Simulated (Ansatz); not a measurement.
**C2H4SSi: an energy map over bond length C1–H5 and angle S2–C1–H5**

How does the energy of C2H4SSi, SMILES CSC#[SiH] change over two coordinates at once? A grid of runs gives the map.

Method: RKS PBE0-D4/def2-SVP; program: Ansatz 0.2.0.

## (1) The system as given

8 atoms, charge 0, spin multiplicity 1.

Atoms are counted from 1 here; the program's logs count them from 0.

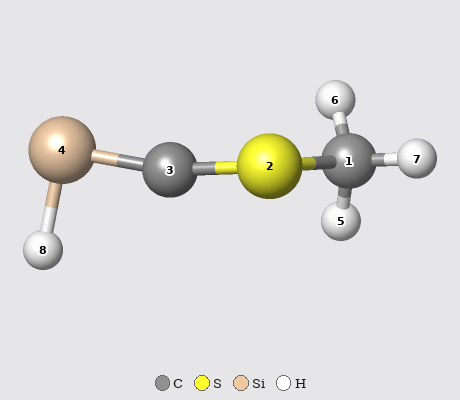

The starting geometry (carbon grey, sulfur yellow, silicon light orange, hydrogen white); atoms are numbered from 1 in the order of the file.

As a file:

```
C     0.0443    1.4722   -0.4288
S     0.8453    0.3774    0.8370
C     0.1288   -1.0768    0.7234
Si   -0.7810   -2.5307    0.9443
H     0.1993    1.0385   -1.4346
H    -1.0360    1.5521   -0.2034
H     0.5314    2.4650   -0.3563
H     0.0679   -3.2978   -0.0816
```

This geometry comes from a loose relaxation at PBE in a small basis, which is not shown.

## (2) Relaxing the molecule

input.yaml

```yaml
crystal:
  periodic: [false, false, false]
  atoms:
    - { symbol: C, position_ang: [0.044276, 1.472248, -0.428842] }
    - { symbol: S, position_ang: [0.845257, 0.37742, 0.837001] }
    - { symbol: C, position_ang: [0.128802, -1.076826, 0.723399] }
    - { symbol: Si, position_ang: [-0.780988, -2.530691, 0.944282] }
    - { symbol: H, position_ang: [0.199344, 1.038522, -1.434564] }
    - { symbol: H, position_ang: [-1.036048, 1.552137, -0.203425] }
    - { symbol: H, position_ang: [0.531404, 2.464966, -0.356286] }
    - { symbol: H, position_ang: [0.067945, -3.297787, -0.081555] }
basis:
  gaussian: { orbitals: def2-SVP }
hamiltonian:
  xc: pbe0
  dispersion: d4
output:
  forces: true
relax:
  f_tol: 0.003
  max_steps: 120
```

The run is started by

```console
> ansatz run input.yaml --threads 1 --pin off --max-ram 2560MiB --backend cpu --events-out ev --progress --plain --runs-dir out
```

Output, cut to the lines that bear on the results:

```text
Warning: RAYON_NUM_THREADS=1 ignored (pool sized by the plan → 1); use --threads N
[...]
Functional definition: PBE0
[...]
893 factors; integrals over basis functions are off by at most 4.0e-4 eV
[...]
mean field -20831.86708363 eV, -765.5569949768 hartree, gradient 3.5e-5 eV, S^2 0.000000; 0 other end points of the search recorded, 0 dependent functions left out
[...]
reference -20831.86710941 eV, -765.5569959243 hartree; 23, 23 occupied and 61, 61 virtual orbitals, 893 factors
relax step   1: F+E_penalty+E_count = -20832.02633271 eV  Δ(F+E_penalty+E_count) = +0.000e0 eV  max|allowed force component| = 3.542e-1 eV/Å  Δτ_max = 0.0000 Å  (28 SCF iters, accepted)
[...]
relax step   3: F+E_penalty+E_count = -20832.04281832 eV  Δ(F+E_penalty+E_count) = -3.433e-3 eV  max|allowed force component| = 4.847e-2 eV/Å  Δτ_max = 0.0263 Å  (33 SCF iters, accepted)
[...]
relax step   5: F+E_penalty+E_count = -20832.04376605 eV  Δ(F+E_penalty+E_count) = -4.857e-4 eV  max|allowed force component| = 4.053e-2 eV/Å  Δτ_max = 0.0173 Å  (27 SCF iters, accepted)
[...]
relax step   7: F+E_penalty+E_count = -20832.04424655 eV  Δ(F+E_penalty+E_count) = -8.660e-5 eV  max|allowed force component| = 3.417e-2 eV/Å  Δτ_max = 0.0224 Å  (32 SCF iters, accepted)
[...]
relax step   8: F+E_penalty+E_count = -20832.04436669 eV  Δ(F+E_penalty+E_count) = -1.201e-4 eV  max|allowed force component| = 8.570e-3 eV/Å  Δτ_max = 0.0077 Å  (25 SCF iters, accepted)
[...]
relax step   9: F+E_penalty+E_count = -20832.04437748 eV  Δ(F+E_penalty+E_count) = -1.079e-5 eV  max|allowed force component| = 2.575e-3 eV/Å  Δτ_max = 0.0033 Å  (22 SCF iters, accepted)
893 factors; integrals over basis functions are off by at most 3.8e-4 eV
mean field -20831.88388906 eV, -765.5576125649 hartree, gradient 5.1e-5 eV, S^2 0.000000; 1 other end points of the search recorded, 0 dependent functions left out
[...]
reference -20831.88391459 eV, -765.5576135031 hartree; 23, 23 occupied and 61, 61 virtual orbitals, 893 factors
Total energy: -20832.04440301 eV, -765.5635113438 hartree
Atom 0 at     0.047630     1.442873    -0.424371 Å, force    -0.001076    -0.001480    -0.001796 eV/Å
Atom 1 at     0.840336     0.362769     0.823523 Å, force     0.000277    -0.000884     0.001598 eV/Å
Atom 2 at     0.091708    -1.063242     0.748221 Å, force     0.000859     0.001108    -0.000064 eV/Å
Atom 3 at    -0.788800    -2.528240     0.943935 Å, force     0.001246     0.000714    -0.002575 eV/Å
Atom 4 at     0.183461     1.005708    -1.422052 Å, force    -0.001058     0.000004    -0.000528 eV/Å
Atom 5 at    -1.020606     1.540944    -0.191441 Å, force    -0.000651     0.000441     0.000277 eV/Å
Atom 6 at     0.542275     2.423037    -0.368898 Å, force     0.001222    -0.000694     0.001223 eV/Å
Atom 7 at     0.103988    -3.183859    -0.108906 Å, force    -0.000820     0.000790     0.001866 eV/Å
Dipole moment:     0.061515     0.528031    -0.271825 e Å
```

It took 54 s on 1 thread of Arm Neoverse N1, shared host; peak memory 0.16 GiB.

Step by step:

```tsv
step	energy from step 1 (eV)	largest force component (eV/Å)
1	0.0000	0.3542
2	-0.0131	0.2150
3	-0.0165	0.0485
4	-0.0169	0.0392
5	-0.0174	0.0405
6	-0.0178	0.0443
7	-0.0179	0.0342
8	-0.0180	0.0086
9	-0.0180	0.0026
```

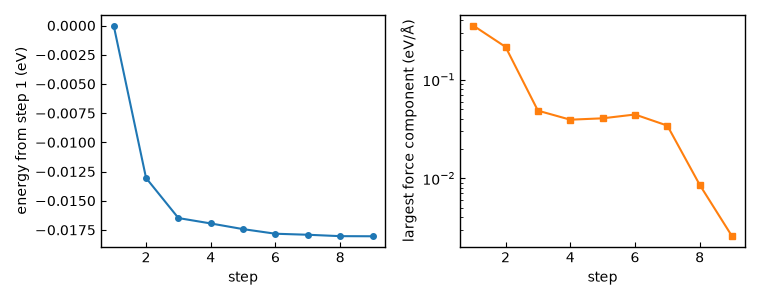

Energy and force, step by step.

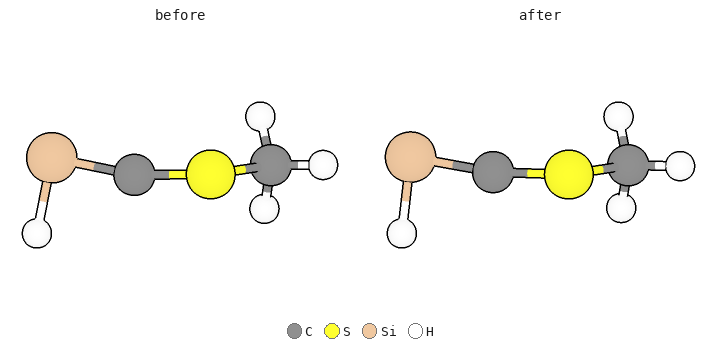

The geometry before (left) and after (right).

Close pairs (by a distance rule), those that changed most:

```tsv
bond	before (Å)	after (Å)	change (Å)
C1–S2	1.855	1.831	-0.025
S2–C3	1.625	1.612	-0.013
C1–H7	1.108	1.099	-0.009
C3–Si4	1.729	1.720	-0.009
C1–H6	1.106	1.098	-0.009
Si4–H8	1.537	1.528	-0.009
C1–H5	1.106	1.098	-0.008
```

## (3) The grid

First coordinate, bond length C1–H5: 15 values from 0.922 to 1.427 Å. Second coordinate, angle S2–C1–H5: 15 values from 74.3 to 144.3 °.

Nothing else is relaxed (all other coordinates rigid). Energies count from the relaxed molecule at the same level.

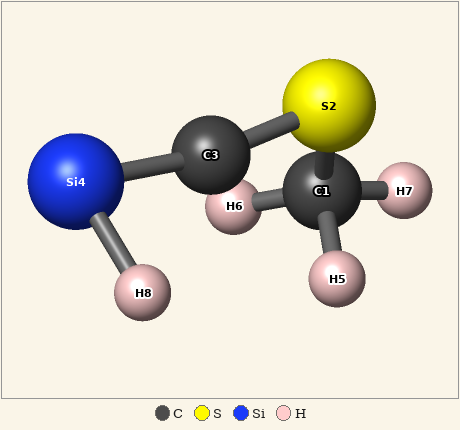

The geometry at bond length C1–H5 = 1.319 Å, angle S2–C1–H5 = 74.3°.

Of the runs on the grid, 3 are shown in the steps below; the others differ only in the two coordinates.

## (4) The run at bond length C1–H5 = 1.319 Å, angle S2–C1–H5 = 74.3°

input.yaml

```yaml
crystal:
  periodic: [false, false, false]
  atoms:
    - { symbol: C, position_ang: [0.04763, 1.442873, -0.424371] }
    - { symbol: S, position_ang: [0.994136, -0.102537, -0.163449] }
    - { symbol: C, position_ang: [0.062955, -1.312275, -0.682157] }
    - { symbol: Si, position_ang: [-0.924792, -2.693872, -0.956678] }
    - { symbol: H, position_ang: [0.210846, 0.917571, -1.623195] }
    - { symbol: H, position_ang: [-1.020606, 1.540944, -0.191441] }
    - { symbol: H, position_ang: [0.542275, 2.423037, -0.368898] }
    - { symbol: H, position_ang: [-0.455178, -2.717765, -2.410731] }
basis:
  gaussian: { orbitals: def2-SVP }
hamiltonian:
  xc: pbe0
  dispersion: d4
output:
  forces: true
```

The run is started by

```console
> ansatz run input.yaml --threads 1 --pin off --max-ram 2560MiB --backend cpu --events-out ev --progress --plain --runs-dir out
```

Output, cut to the lines that bear on the results:

```text
Warning: RAYON_NUM_THREADS=1 ignored (pool sized by the plan → 1); use --threads N
[...]
[... 1 set-up line as earlier in the session ...]
[...]
828 factors; integrals over basis functions are off by at most 1.5e-3 eV
[...]
mean field -20830.27283688 eV, -765.4984074893 hartree, gradient 4.4e-5 eV, S^2 0.000000; 0 other end points of the search recorded, 0 dependent functions left out
[...]
reference -20830.27286154 eV, -765.4984083954 hartree; 23, 23 occupied and 61, 61 virtual orbitals, 828 factors
Total energy: -20830.43571512 eV, -765.5043931542 hartree
Atom 0 at     0.047630     1.442873    -0.424371 Å, force     0.413118    -1.682813    -5.092936 eV/Å
Atom 1 at     0.994136    -0.102537    -0.163449 Å, force     0.227919    -0.906914     1.916545 eV/Å
Atom 2 at     0.062955    -1.312275    -0.682157 Å, force     0.363004     0.377363     0.228623 eV/Å
Atom 3 at    -0.924792    -2.693872    -0.956678 Å, force    -0.028807    -0.128049    -0.000948 eV/Å
Atom 4 at     0.210846     0.917571    -1.623195 Å, force    -1.562489     3.385144     2.499954 eV/Å
Atom 5 at    -1.020606     1.540944    -0.191441 Å, force     0.052216    -0.664594     0.326006 eV/Å
Atom 6 at     0.542275     2.423037    -0.368898 Å, force     0.574783    -0.405074     0.161273 eV/Å
Atom 7 at    -0.455178    -2.717765    -2.410731 Å, force    -0.039744     0.024937    -0.038516 eV/Å
Dipole moment:     0.068238     0.557623    -0.018413 e Å
```

Wall time 5.2 s (1 thread of Arm Neoverse N1, shared host); peak memory 0.14 GiB.

On the map this point reads 1.61 eV.

## (5) Point bond length C1–H5 = 1.283 Å, angle S2–C1–H5 = 104.3°

input.yaml

```yaml
crystal:
  periodic: [false, false, false]
  atoms:
    - { symbol: C, position_ang: [0.04763, 1.442873, -0.424371] }
    - { symbol: S, position_ang: [0.882682, 0.266029, 0.702559] }
    - { symbol: C, position_ang: [0.115969, -1.144579, 0.554378] }
    - { symbol: Si, position_ang: [-0.770985, -2.613442, 0.679165] }
    - { symbol: H, position_ang: [0.206392, 0.931908, -1.590475] }
    - { symbol: H, position_ang: [-1.020606, 1.540944, -0.191441] }
    - { symbol: H, position_ang: [0.542275, 2.423037, -0.368898] }
    - { symbol: H, position_ang: [0.067391, -3.194775, -0.458621] }
basis:
  gaussian: { orbitals: def2-SVP }
hamiltonian:
  xc: pbe0
  dispersion: d4
output:
  forces: true
```

The run is started by

```console
> ansatz run input.yaml --threads 1 --pin off --max-ram 2560MiB --backend cpu --events-out ev --progress --plain --runs-dir out
```

Output, cut to the lines that bear on the results:

```text
Warning: RAYON_NUM_THREADS=1 ignored (pool sized by the plan → 1); use --threads N
[...]
[... 1 set-up line as earlier in the session ...]
[...]
829 factors; integrals over basis functions are off by at most 1.2e-3 eV
[...]
mean field -20831.44379127 eV, -765.5414392695 hartree, gradient 1.3e-5 eV, S^2 0.000000; 0 other end points of the search recorded, 0 dependent functions left out
[...]
reference -20831.44381668 eV, -765.5414402033 hartree; 23, 23 occupied and 61, 61 virtual orbitals, 829 factors
Total energy: -20831.60490243 eV, -765.5473599955 hartree
Atom 0 at     0.047630     1.442873    -0.424371 Å, force     0.582278    -1.694426    -3.462584 eV/Å
Atom 1 at     0.882682     0.266029     0.702559 Å, force    -0.081588     0.100981     0.167436 eV/Å
Atom 2 at     0.115969    -1.144579     0.554378 Å, force     0.015304     0.062895     0.015354 eV/Å
Atom 3 at    -0.770985    -2.613442     0.679165 Å, force     0.006551    -0.004404    -0.003011 eV/Å
Atom 4 at     0.206392     0.931908    -1.590475 Å, force    -0.632734     1.764109     3.322569 eV/Å
Atom 5 at    -1.020606     1.540944    -0.191441 Å, force    -0.010656    -0.150299    -0.012466 eV/Å
Atom 6 at     0.542275     2.423037    -0.368898 Å, force     0.125048    -0.078198    -0.022974 eV/Å
Atom 7 at     0.067391    -3.194775    -0.458621 Å, force    -0.004202    -0.000659    -0.004324 eV/Å
Dipole moment:     0.054844     0.534172    -0.226380 e Å
```

Wall time 4.9 s (1 thread of Arm Neoverse N1, shared host); peak memory 0.14 GiB.

On the map this point reads 0.44 eV.

(Part 1 of 2 ends here.)
